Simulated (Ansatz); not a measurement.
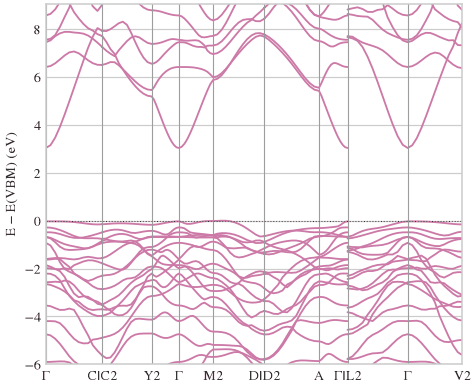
*Band structure from the program Ansatz at the r²SCAN level (PAW)*

Problem. Read off the gap and where the band edges lie.

Solution. About 3.0 eV (3.03 eV by a search for the band edges); maximum on the M2–D line, 19 % of the way from M2, minimum at Γ.

The material is Ga₂O₃ in space group C2/m (No. 12; Pearson symbol mS20).

Symmetry was held in the r²SCAN relaxation. Scalar-relativistic: spin–orbit coupling is off unless named, which matters more the heavier the elements.

Potentials: the earlier of the program's two PAW sets.
